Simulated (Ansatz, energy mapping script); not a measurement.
# Spin model of NiO from collinear orders

How strongly do the moments of NiO couple under PBEsol+U (6 eV)? The plan is to run several orders and fit a Heisenberg model.

Program: Ansatz 0.2.0. Level of theory: PBEsol with U = 6 eV on Ni d, ortho-atomic projectors; plane waves, U on orthogonalised atomic orbitals unless named otherwise, collinear spin, no spin–orbit coupling. Results are calculated unless marked as measured.

The experiments to compare with:

“Local correlations, non-local screening, multiplets, and band formation in NiO” (2012, arxiv:1210.6675) quotes from earlier work for NiO, rock salt (NaCl structure) (bulk NiO, value quoted from literature): ordering temperature (Neel temperature) 523 K [Literature value cited from ref 1 in the introduction].

### 1. Starting point

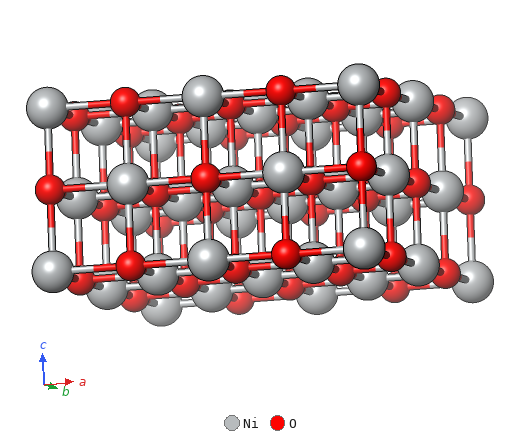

The starting structure, seen from a free direction (nickel light grey, oxygen red). 2×2×1 cells are drawn. This picture shows the conventional cell, with its axes. Some periodic images of atoms are drawn too.

The U corrects the self-interaction that lets semilocal functionals spread d and f electrons too far. Its value here is typed, not computed.

### 2. Seed run in the crystal's own cell

A corrected shell can settle in several orbital fillings. One parallel run, with an occupation width a fifth wider than the orders use, therefore is to supply the occupation matrices. All orders start from them.

input.yaml reads:

```yaml
crystal:
  lattice:
    - [0.0, 2.085901641, 2.085901641]
    - [2.085901641, 0.0, 2.085901641]
    - [2.085901641, 2.085901641, 0.0]
  atoms:
    - { symbol: Ni, position: [0.0, 0.0, 0.0], spin: 2.0 }
    - { symbol: O, position: [0.5, 0.5, 0.5] }
magnetization:
  spin_polarized: true
kpoints:
  mp_grid: { grid: [11, 11, 11] }
hamiltonian:
  xc: pbesol
  hubbard:
    sites: [{ species: Ni, l: d, u_eff: 6.0 }]
    projectors: ortho-atomic
scf:
  occupations: { method: fermi_dirac, width: 0.06 }
output:
  eigenvalues: true
```

Run with:

```sh
> ansatz run input.yaml --threads 4 --pin off --max-ram 8192MiB --backend cpu --events-out ev --progress --plain --runs-dir out
```

Numbers of over 12 decimals in the logs are rounded to 6 here.

What it wrote:

```text
Engine: ansatz 0.2.0, aarch64-unknown-linux-gnu
Pseudopotentials: kind: paw
Pseudopotential: Ni, paw, valence charge 18, recommended cutoff 420 eV (normal), Ni.paw.azcp
Pseudopotential: O, paw, valence charge 6, recommended cutoff 420 eV (normal), O.paw.azcp
Functional definition: PBEsol
  exchange = pbesol_x
  correlation = pbesol_c
Crystal: 2 atoms, lattice volume = 18.151 Å³
Basis set: ecut = 420 eV, 339 PW (Γ)
Bands: 17, of which v1, the nominal top of the filled ones, is band 12 counted from 1 (11 counted from 0)
Symmetry: 48 space group operations
Space group: Fm-3m (ITA 225), of the structure as read, at distance tolerance 2.6e-5 Å
Magnetic group: BNS 225.116 (UNI 1618), of the structure as read, at distance tolerance 2.6e-5 Å
k-points: 56 of 1331
Non-local potential: Ni, projectors of the file, l = 0: 3, l = 1: 2, l = 2: 3, l = 3: 1
Non-local potential: O, projectors of the file, l = 0: 2, l = 1: 2, l = 2: 1
PAW form: soft (Blöchl's): semilocal exchange-correlation on the pseudo side does not see the compensation charge
PAW frozen core: Ni, regenerated for the run's functional, and the local potential with it (the file was generated under x = pbe(κ = 0.804, μ = 0.219515), c = pbe(β = 0.066725))
PAW frozen core: O, regenerated for the run's functional, and the local potential with it (the file was generated under x = pbe(κ = 0.804, μ = 0.219515), c = pbe(β = 0.066725))
PAW one-centre angular grid: Ni, 590 points (default); XC on 64 Gauss nodes
PAW one-centre angular grid: O, 110 points (default); XC on 64 Gauss nodes
Initial density: superposition of atomic densities (chi_scale 0.1, normalization cell, long waves kept (reshape's long-wave potential 0.00 eV rms))
Starting moments: Σ|m| = 2 μB on 1 of 2 sites
Initial wavefunctions: pseudopotential atomic-orbital guess
Functional: x = pbesol(κ = 0.804, μ = 0.123457), c = pbesol(β = 0.046)
SCF iter   1: F=—  HF=-6364.542830 eV  |F-HF|=—  |Δ(HF+E_count)|=         —  Δρ=3.99e-1 (↑1.11e-1 ↓3.99e-1)  dr2=3.23e1  dr2_m=4.82e0  M=0.558 μB ∫|m|=0.559 μB  β_m=0.30  ethr=3.10e-3  ⟨swp⟩=5.6  Hψ=8304  notcnv=0
preconditioner: auto → none  [metal: Δε(μ)=0.020 eV  Ē_g=16.445 eV  σ=0.060 eV  W_gap=0.08  n_scr=8 (ndim 8)  ℏωp=34.9 eV  f_vac=0.000  D(μ)=1.90/eV (n_scr^D=26)  sad-step TF]
SCF iter   2: F=—  HF=-6361.256740 eV  |F-HF|=—  |Δ(HF+E_count)|=    3.29e0  Δρ=7.33e-2 (↑5.10e-2 ↓7.33e-2)  dr2=4.42e-1  dr2_m=2.37e-1  M=1.626 μB ∫|m|=1.627 μB  β_m=1.00  ethr=3.10e-3  ⟨swp⟩=3.4  Hψ=5345  notcnv=0  defer=16
SCF iter   3: F=—  HF=-6361.693396 eV  |F-HF|=—  |Δ(HF+E_count)|=   4.37e-1  Δρ=5.17e-2 (↑3.49e-2 ↓5.17e-2)  dr2=2.26e-1  dr2_m=1.01e-1  M=1.853 μB ∫|m|=1.860 μB  β_m=1.00  ethr=1.84e-3  ⟨swp⟩=2.8  Hψ=4431  notcnv=0  defer=21
[...]
SCF iter  12: F=—  HF=-6363.160442 eV  |F-HF|=—  |Δ(HF+E_count)|=   1.32e-4  Δρ=4.60e-4 (↑4.60e-4 ↓4.54e-4)  dr2=1.64e-5  dr2_m=2.63e-5  M=2.000 μB ∫|m|=2.007 μB  β_m=0.76  ethr=1.66e-6  ⟨swp⟩=2.6  Hψ=3027  notcnv=0  defer=62
SCF iter  13: F=—  HF=-6363.160446 eV  |F-HF|=—  |Δ(HF+E_count)|=   4.14e-6  Δρ=9.29e-5 (↑9.24e-5 ↓9.29e-5)  dr2=3.00e-7  dr2_m=1.28e-6  M=2.000 μB ∫|m|=2.007 μB  β_m=0.88  ethr=6.85e-8  ⟨swp⟩=2.5  Hψ=2995  notcnv=0  defer=62
SCF iter  14: F=-6363.160447 eV  HF=-6363.160447 eV  |F-HF|=2.65e-9  |Δ(HF+E_count)|=   6.61e-7  Δρ=9.09e-6 (↑5.25e-6 ↓9.09e-6)  dr2=1.91e-9  dr2_m=8.46e-9  M=2.000 μB ∫|m|=2.007 μB  ethr=4.17e-10  ⟨swp⟩=5.5  Hψ=7766  notcnv=0
SCF 1 converged in 14 iterations: F = -6363.160447 eV  dr2 = 1.91e-9
[...]
Symmetry: 8 space group operations
k-points: 186 of 1331
[...]
Starting moments: Σ|m| = 2 μB on 1 of 2 sites; this step starts from the density that it was given
[...]
an SCF along what the orbitals of the run's state read of its open shells (or to have them read: on a GPU, or by another smearing), with 40 of the crystal's symmetry operations given up (186 k-points in place of 56), reached no lower state that the run goes on to. This is no proof of a minimum
SCF converged after 14 iterations
Magnetization: 2.0000 μB (13.0000 up, 11.0000 down)
Absolute magnetization: 2.0059 μB (∫|ρ↑−ρ↓|, with the PAW one-centre terms)
Spin contamination: 0.0016 ħ² per cell (⟨S²⟩ above its minimum at these occupations)
Per-site moments (μB) at R_I (Å): [(1.705455, 0.860434), (0.221270, 0.860434)]
Free energy (F): -6363.160447 eV
Harris-Foulkes:  -6363.160447 eV  (|F-HF|=2.65e-9)
Internal energy: -6363.160447 eV  (E = F + TS)
E sigma→0 (E₀):  -6363.160447 eV
Fermi energy:    14.663243 eV
--- Per-component energies (eV) ---
  E_band       = -356.395195
  E_kinetic    = 449.799662
  E_local      = -3979.092607  (includes V_loc(G=0)·N_el)
  E_nonlocal   = 691.163919
  E_hartree    = 1631.741495
  E_xc         = -154.753749
  E_vxc        = -199.461082  (∫ρ·V_xc dr)
  E_hubbard    = 0.835801  (on-site DFT+U / exact-exchange correction)
  E_vhub       = -23.193522  (the Hubbard potential's part of the band-sum identity)
  E_paw        = -1748.291802  (= ΣΔE_a)
  E_vpaw       = -559.097656  (= ΣTr[D̂ρ^β])
  E_aug_tail   = 0.003167  (compensation charges beyond the density's cutoff)
  E_ewald      = -3254.798910
  E_core_change = 0.232577  (= ΣΔE_core)
  E_smearing   = -0.000000  (= −TS)
  E_closure    = -0.000000  (closes the sum)
  Σ components = -6363.160447   (vs F -6363.160447, Δ=0.00e0)
--- Band table (eV; the first three rows and the last of 112) ---
  k-point 0 ↑: bands = [... 8 lower, 8.1466, 8.1466, 11.8293, 11.8293, 11.8293, 15.8691, 31.8749, 32.9429, ... 1 higher]
  k-point 1 ↑: bands = [... 8 lower, 8.1755, 8.1755, 11.3366, 12.0194, 12.0194, 16.5048, 30.0347, 32.6515, ... 1 higher]
  k-point 2 ↑: bands = [... 8 lower, 8.2947, 8.2947, 10.5919, 12.4781, 12.4781, 17.7600, 27.7731, 31.5048, ... 1 higher]
  k-point 55 ↓: bands = [... 8 lower, 10.2652, 11.0107, 11.0536, 16.3063, 16.8361, 23.3448, 25.0651, 25.2909, ... 1 higher]
Occupation matrices written to <dir>
```

Run time: 2.7 s. Hardware: 4 threads of Arm Neoverse V1, shared host; peak memory 0.46 GiB; 9.2 s of CPU time.

Read from the output:

* final state: ferromagnetic
* electrons in the corrected shells: 8.288 e
* largest moment: 1.705 μB

### 3. Run 1 (parallel; cell A, 4 atoms)

The parallel order is the zero of energy for this cell and mesh.

input.yaml reads:

```yaml
crystal:
  lattice:
    - [0.0, -2.085901641, -2.085901641]
    - [0.0, 2.085901641, -2.085901641]
    - [4.171803282, 0.0, 0.0]
  atoms:
    - { symbol: Ni, position: [0.5, 0.5, 0.5], spin: 2.0 }
    - { symbol: Ni, position: [0.0, 0.0, 0.0], spin: 2.0 }
    - { symbol: O, position: [0.5, 0.5, 0.0] }
    - { symbol: O, position: [0.0, 0.0, 0.5] }
magnetization:
  spin_polarized: true
kpoints:
  mp_grid: { grid: [9, 9, 6] }
hamiltonian:
  xc: pbesol
  hubbard:
    sites:
      - { species: Ni, l: d, u_eff: 6.0 }
      - { site: 0, l: d, u_eff: 6.0, starting_ns: [{ spin: up, occupation_matrix: ni1_major }, { spin: down, occupation_matrix: ni1_minor }] }
      - { site: 1, l: d, u_eff: 6.0, starting_ns: [{ spin: up, occupation_matrix: ni1_major }, { spin: down, occupation_matrix: ni1_minor }] }
    projectors: ortho-atomic
    occupation_matrices:
      ni1_major:
        matrix:
          - [0.998, 0.0, 0.0, 0.0, 0.0]
          - [0.0, 0.999, 0.0, 0.0, 0.0]
          - [0.0, 0.0, 0.999, 0.0, 0.0]
          - [0.0, 0.0, 0.0, 0.998, 0.0]
          - [0.0, 0.0, 0.0, 0.0, 0.999]
      ni1_minor:
        matrix:
          - [0.154, 0.0, 0.0, 0.0, 0.0]
          - [0.0, 0.997, 0.0, 0.0, 0.0]
          - [0.0, 0.0, 0.997, 0.0, 0.0]
          - [0.0, 0.0, 0.0, 0.154, 0.0]
          - [0.0, 0.0, 0.0, 0.0, 0.997]
scf:
  occupations: { method: fermi_dirac, width: 0.05 }
output:
  eigenvalues: true
```

What it wrote:

```text
[...]
Crystal: 4 atoms, lattice volume = 36.303 Å³
Basis set: ecut = 420 eV, 681 PW (Γ)
Bands: 32, of which v1, the nominal top of the filled ones, is band 24 counted from 1 (23 counted from 0)
Symmetry: 32 space group operations
[...]
k-points: 60 of 486
[...]
Starting moments: Σ|m| = 4 μB on 2 of 4 sites
[...]
SCF iter   1: F=—  HF=-12728.245530 eV  |F-HF|=—  |Δ(HF+E_count)|=         —  Δρ=2.43e-1 (↑7.73e-2 ↓2.43e-1)  dr2=2.60e1  dr2_m=2.67e0  M=2.663 μB ∫|m|=2.665 μB  β_m=0.30  ethr=3.10e-3  ⟨swp⟩=5.3  Hψ=13687  notcnv=0  defer=9
[...]
spin=Collinear: Kerker preconditioning applied to the charge; magnetization (m = ρ↑ − ρ↓) channel mixes plain (no charge-response kernel on spin).
SCF iter   2: F=—  HF=-12725.766742 eV  |F-HF|=—  |Δ(HF+E_count)|=    2.48e0  Δρ=8.70e-2 (↑3.91e-2 ↓8.70e-2)  dr2=6.98e-1  dr2_m=8.09e-1  M=4.000 μB ∫|m|=4.004 μB  β_m=1.00  ethr=3.10e-3  ⟨swp⟩=3.2  Hψ=9025  notcnv=0  defer=258
[...]
SCF iter  11: F=-12726.320862 eV  HF=-12726.320862 eV  |F-HF|=1.67e-9  |Δ(HF+E_count)|=   9.10e-8  Δρ=4.54e-6 (↑4.54e-6 ↓3.38e-6)  dr2=1.22e-9  dr2_m=5.03e-9  M=4.000 μB ∫|m|=4.015 μB  ethr=2.08e-10  ⟨swp⟩=8.2  Hψ=14259  notcnv=0
SCF 1 converged in 11 iterations: F = -12726.320862 eV  dr2 = 1.22e-9
[...]
SCF converged after 11 iterations
Magnetization: 4.0000 μB (26.0000 up, 22.0000 down)
Absolute magnetization: 4.0126 μB (∫|ρ↑−ρ↓|, with the PAW one-centre terms)
[...]
Per-site moments (μB) at R_I (Å): [(1.705511, 0.860434), (1.705511, 0.860434), (0.221192, 0.860434), (0.221192, 0.860434)]
Free energy (F): -12726.320862 eV
[...]
Internal energy: -12726.320862 eV  (E = F + TS)
E sigma→0 (E₀):  -12726.320862 eV
Fermi energy:    14.648234 eV
[...]
--- Specified on-site occupations, and those of the state reported ---
  electrons in the specified blocks: 16.5840 specified, 16.5766 found
  site 0 (l=d) ↓: largest change of an orbital's occupation 0.0005; electrons 3.2990 specified, 3.2972 found; spectral distance 0.0009
[...]
site 0 (l=d) ↑: largest change of an orbital's occupation 0.0004; electrons 4.9930 specified, 4.9911 found; spectral distance 0.0008
[...]
--- Band table (eV; the first three rows and the last of 120) ---
  k-point 0 ↑: bands = [... 20 lower, 9.1198, 10.4165, 10.4165, 11.8296, 11.8296, 11.8298, 15.8692, 20.1868, ... 4 higher]
  k-point 1 ↑: bands = [... 20 lower, 9.5507, 10.6999, 10.6999, 11.6344, 11.8352, 11.8352, 16.6113, 20.4125, ... 4 higher]
  k-point 2 ↑: bands = [... 20 lower, 10.4472, 11.1966, 11.1966, 11.3350, 11.7920, 11.7920, 18.2032, 20.6036, ... 4 higher]
  k-point 59 ↓: bands = [... 20 lower, 11.1409, 11.1409, 16.3100, 16.3100, 16.8795, 16.8795, 23.4610, 23.4610, ... 4 higher]
Occupation matrices written to <dir>
```

The job ended after 2.9 s (4 threads; peak memory 0.4 GiB; 10 s of CPU time).

Spin moment in the sphere by atom:

```tsv
atom	spin moment in the sphere (μB)
Ni1	1.71
Ni2	1.71
O3	0.22
O4	0.22
```

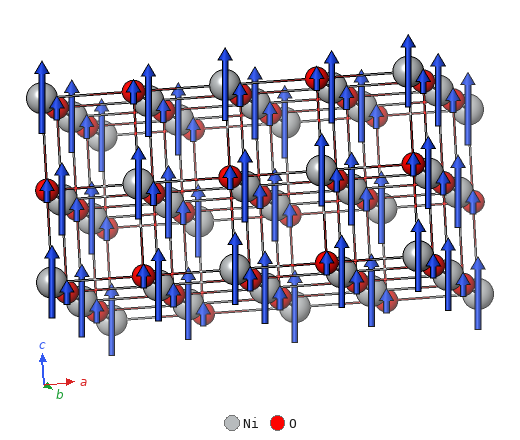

Spin moment in the sphere as arrows, the longest 1.71 μB. Up and down stand for the sign. Arrows give size and sign along the axis of quantisation, drawn up and down the page. Each arrow also spans its atom, so small moments look longer than they are. 2×2×1 conventional cells are drawn. Some periodic images of atoms are drawn too.

The run ends ferromagnetic.

### 4. Run 2 (compensated +−; cell A, 4 atoms)

This order reverses 8 of the 12 neighbours at 2.95 Å, 0 of the 6 neighbours at 4.17 Å and 16 of the 24 neighbours at 5.11 Å, counted for an average magnetic atom.

Changes to input.yaml since step 3:

```diff
@@ -7,3 +7,3 @@
     - { symbol: Ni, position: [0.5, 0.5, 0.5], spin: 2.0 }
-    - { symbol: Ni, position: [0.0, 0.0, 0.0], spin: 2.0 }
+    - { symbol: Ni, position: [0.0, 0.0, 0.0], spin: -2.0 }
     - { symbol: O, position: [0.5, 0.5, 0.0] }
@@ -20,3 +20,3 @@
       - { site: 0, l: d, u_eff: 6.0, starting_ns: [{ spin: up, occupation_matrix: ni1_major }, { spin: down, occupation_matrix: ni1_minor }] }
-      - { site: 1, l: d, u_eff: 6.0, starting_ns: [{ spin: up, occupation_matrix: ni1_major }, { spin: down, occupation_matrix: ni1_minor }] }
+      - { site: 1, l: d, u_eff: 6.0, starting_ns: [{ spin: up, occupation_matrix: ni1_minor }, { spin: down, occupation_matrix: ni1_major }] }
     projectors: ortho-atomic
```

What it wrote:

```text
[...]
Crystal: 4 atoms, lattice volume = 36.303 Å³
Basis set: ecut = 420 eV, 681 PW (Γ)
Bands: 32, of which v1, the nominal top of the filled ones, is band 24 counted from 1 (23 counted from 0)
Symmetry: 16 space group operations
[...]
k-points: 60 of 486
[...]
Starting moments: Σ|m| = 4 μB on 2 of 4 sites
Starting magnetic order: antiferromagnet; a translation exchanges its spin sublattices: spin-degenerate at every k-point
[...]
SCF iter   1: F=—  HF=-12728.234528 eV  |F-HF|=—  |Δ(HF+E_count)|=         —  Δρ=1.83e-1 (↑1.83e-1 ↓1.83e-1)  dr2=2.69e1  dr2_m=2.74e0  M=0.000 μB ∫|m|=2.308 μB  β_m=0.30  ethr=3.10e-3  ⟨swp⟩=5.2  Hψ=6847  notcnv=0  defer=20
[...]
SCF iter  12: F=-12726.294586 eV  HF=-12726.294586 eV  |F-HF|=3.09e-11  |Δ(HF+E_count)|=  8.57e-10  Δρ=4.44e-7 (↑4.44e-7 ↓4.44e-7)  dr2=6.18e-11  dr2_m=4.51e-11  M=0.000 μB ∫|m|=3.796 μB  ethr=2.03e-12  ⟨swp⟩=1.9  Hψ=5106  notcnv=0
SCF 1 converged in 12 iterations: F = -12726.294586 eV  dr2 = 6.18e-11
[...]
SCF converged after 12 iterations
an eigenvalue changed by more than its tolerance at an iteration that met the thresholds in force, so the SCF went on 1 time: the last check found none over its tolerance
Magnetization: 0.0000 μB (24.0000 up, 24.0000 down)
Absolute magnetization: 3.8035 μB (∫|ρ↑−ρ↓|, with the PAW one-centre terms)
[...]
Per-site moments (μB) at R_I (Å): [(1.714303, 0.860434), (-1.714303, 0.860434), (-0.075271, 0.860434), (0.075271, 0.860434)]
Free energy (F): -12726.294586 eV
[...]
Internal energy: -12726.294586 eV  (E = F + TS)
E sigma→0 (E₀):  -12726.294586 eV
Fermi energy:    14.791977 eV
[...]
--- Specified on-site occupations, and those of the state reported ---
  electrons in the specified blocks: 16.5840 specified, 16.5613 found
[...]
--- Band table (eV; the first three rows and the last of 120) ---
  k-point 0 ↑: bands = [... 20 lower, 10.6087, 12.0500, 12.0601, 12.0601, 15.7328, 15.9754, 16.0537, 20.4698, ... 4 higher]
  k-point 1 ↑: bands = [... 20 lower, 10.9800, 11.6128, 12.0786, 12.0786, 15.7313, 16.0773, 16.8881, 20.7133, ... 4 higher]
  k-point 2 ↑: bands = [... 20 lower, 11.5091, 11.5091, 12.0651, 12.0651, 15.7283, 16.2079, 18.5598, 20.9824, ... 4 higher]
  k-point 59 ↓: bands = [... 20 lower, 10.7215, 10.8945, 10.9224, 11.8952, 16.2999, 16.8727, 22.8512, 23.4084, ... 4 higher]
Occupation matrices written to <dir>
```

Elapsed: 2.1 s, on 4 threads; peak memory 0.4 GiB.

Spin moment in the sphere by atom:

```tsv
atom	spin moment in the sphere (μB)
Ni1	1.71
Ni2	-1.71
O3	-0.08
O4	0.08
```

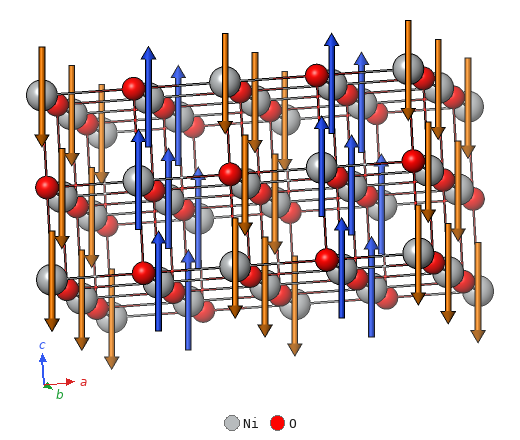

Spin moment in the sphere as arrows, the longest 1.71 μB. Up and down stand for the sign. Arrows give size and sign along the axis of quantisation, drawn up and down the page. The two directions have two colours. 2×2×1 conventional cells are drawn. Some periodic images of atoms are drawn too.

The run ends antiferromagnetic, 13.14 meV a magnetic atom above the parallel order of its cell.

### 5. Order 3: parallel, cell B of 4 atoms

The parallel order again, as the reference for this cell.

This run holds the same structure in another cell (c 4.172 → 5.109 Å, α 90.0 → 73.2°, β 90.0 → 73.2°, γ 90.0 → 60.0°).

input.yaml reads:

```yaml
crystal:
  lattice:
    - [0.0, -2.085901641, -2.085901641]
    - [-2.085901641, 0.0, -2.085901641]
    - [2.085901641, 2.085901641, -4.171803282]
  atoms:
    - { symbol: Ni, position: [0.5, 0.5, 0.5], spin: 2.0 }
    - { symbol: Ni, position: [0.0, 0.0, 0.0], spin: 2.0 }
    - { symbol: O, position: [0.75, 0.75, 0.75] }
    - { symbol: O, position: [0.25, 0.25, 0.25] }
magnetization:
  spin_polarized: true
kpoints:
  mp_grid: { grid: [10, 10, 10] }
hamiltonian:
  xc: pbesol
  hubbard:
    sites:
      - { species: Ni, l: d, u_eff: 6.0 }
      - { site: 0, l: d, u_eff: 6.0, starting_ns: [{ spin: up, occupation_matrix: ni1_major }, { spin: down, occupation_matrix: ni1_minor }] }
      - { site: 1, l: d, u_eff: 6.0, starting_ns: [{ spin: up, occupation_matrix: ni1_major }, { spin: down, occupation_matrix: ni1_minor }] }
    projectors: ortho-atomic
    occupation_matrices:
      ni1_major:
        matrix:
          - [0.998, 0.0, 0.0, 0.0, 0.0]
          - [0.0, 0.999, 0.0, 0.0, 0.0]
          - [0.0, 0.0, 0.999, 0.0, 0.0]
          - [0.0, 0.0, 0.0, 0.998, 0.0]
          - [0.0, 0.0, 0.0, 0.0, 0.999]
      ni1_minor:
        matrix:
          - [0.154, 0.0, 0.0, 0.0, 0.0]
          - [0.0, 0.997, 0.0, 0.0, 0.0]
          - [0.0, 0.0, 0.997, 0.0, 0.0]
          - [0.0, 0.0, 0.0, 0.154, 0.0]
          - [0.0, 0.0, 0.0, 0.0, 0.997]
scf:
  occupations: { method: fermi_dirac, width: 0.05 }
output:
  eigenvalues: true
```

What it wrote:

```text
[...]
Crystal: 4 atoms, lattice volume = 36.303 Å³
Basis set: ecut = 420 eV, 683 PW (Γ)
Bands: 32, of which v1, the nominal top of the filled ones, is band 24 counted from 1 (23 counted from 0)
Symmetry: 24 space group operations
[...]
k-points: 116 of 1000
[...]
Starting moments: Σ|m| = 4 μB on 2 of 4 sites
[...]
k-point 1 ↑: bands = [... 20 lower, 10.3411, 11.6577, 11.8894, 11.8894, 13.7013, 13.7013, 16.0823, 19.7835, ... 4 higher]
  k-point 2 ↑: bands = [... 20 lower, 10.2987, 11.2560, 12.0567, 12.0567, 13.5837, 13.5837, 16.6179, 19.7368, ... 4 higher]
  k-point 115 ↓: bands = [... 20 lower, 11.1652, 11.1652, 16.6087, 16.6087, 17.1236, 17.1236, 22.8689, 22.8689, ... 4 higher]
Occupation matrices written to <dir>
[key lines of the parts left out:]
SCF converged after 11 iterations
Magnetization: 4.0000 μB (26.0000 up, 22.0000 down)
Free energy (F): -12726.320949 eV
Fermi energy:    14.659746 eV
```

Run time: 5.8 s. Hardware: 4 threads; peak memory 0.49 GiB; 21 s of CPU time.

The run ends ferromagnetic. For each magnetic atom its energy differs from the parallel run of the first cell by -0.04 meV, an error that one common reference would have brought in.

[end of part 1 of 3]

[Logs and program files are shortened in this print: banners, set-up blocks, solver, clock and traceback lines can be left out without a mark of their own.]

[Logs are printed without paths, hosts, clocks, repeated set-up lines and the standing remarks that a program may print on its own settings, such as how far it seeks lower states.]

[Hosts, paths, dates, database ids (printed as entryN), source tags and the programs' standing remarks are cut or masked in the printed files.]

[Where a cell is said to come from a database of computed structures, the database is the Materials Project.]
